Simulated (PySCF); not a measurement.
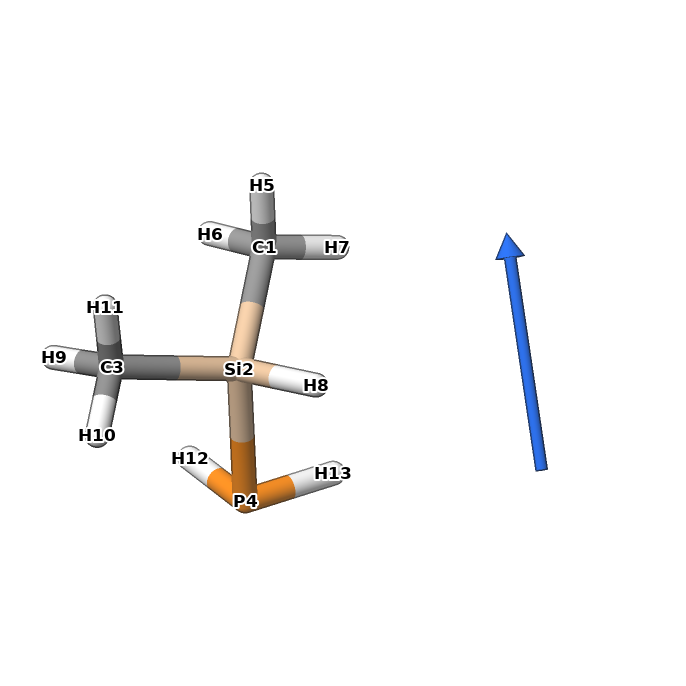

The arrow beside the molecule shows the direction of the dipole moment, from the negative to the positive end (its length means nothing). The geometry was computed by an optimisation with GFN2-xTB. No frequency run is at hand to confirm it as a minimum. Method: PBE0/pcSseg-1, gas phase (PySCF 2.14.0).

**How large is the dipole moment?**

1.66 D; it points from the side of P4 to the side of H5 (the outermost atoms at the two ends).

The geometry is semi-empirical. Around P, Si such bond lengths and angles can be off by a tenth of an ångström or more and by several degrees, and values that hang on the shape move with them.
